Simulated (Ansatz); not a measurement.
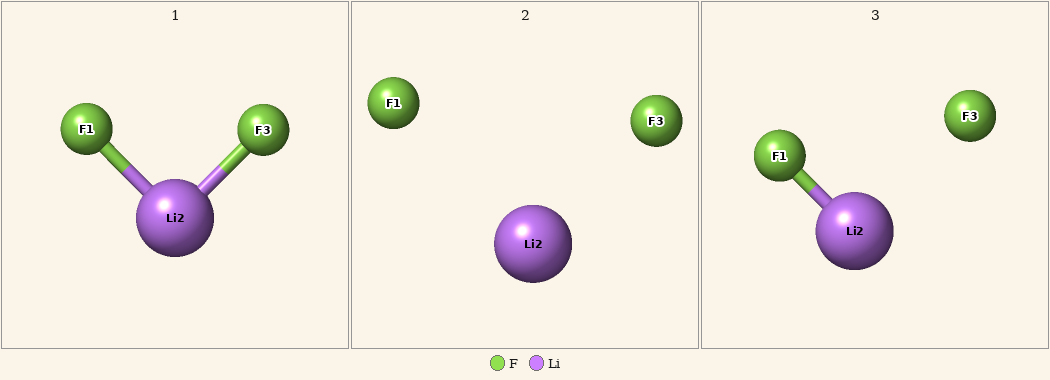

The system F⁻ + LiF. 
- The first coordinate is: distance F1–Li2; the second: distance Li2–F3.
- Nothing is relaxed (the angle F1–Li2–F3 is fixed at 90 degrees).
- The grid has 17 × 17 points; 153 points were computed and 136 follow by symmetry.
- Points are written as (first, second).
- Energies: kJ/mol, counted from the lowest grid point.
- All numbers below come from Ansatz, RKS CAM-B3LYP-D4/def2-TZVPD.

The numbered pictures are structures from this grid.

**Which is the most stable, and how do the others follow?**

1, at (1.776 Å, 1.776 Å): 0 kJ/mol; 3, at (1.504 Å, 2.323 Å): 52 kJ/mol; 2, at (2.807 Å, 2.479 Å): 203 kJ/mol.

The map, with the structures marked:

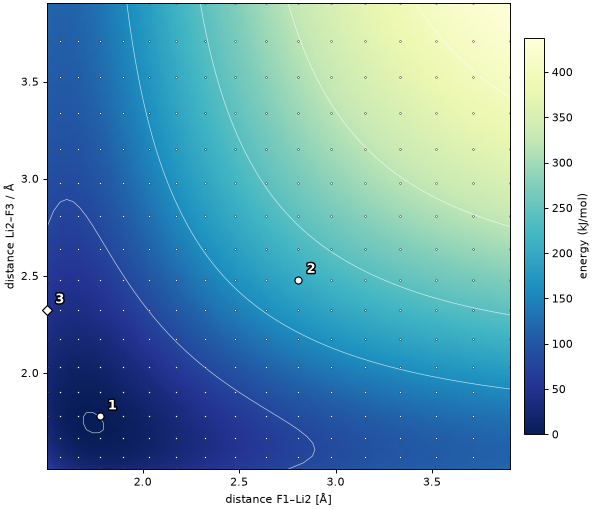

Drawn: a smooth colour map with a few white contour lines, dots at the grid points. Between grid points the surface is interpolated.
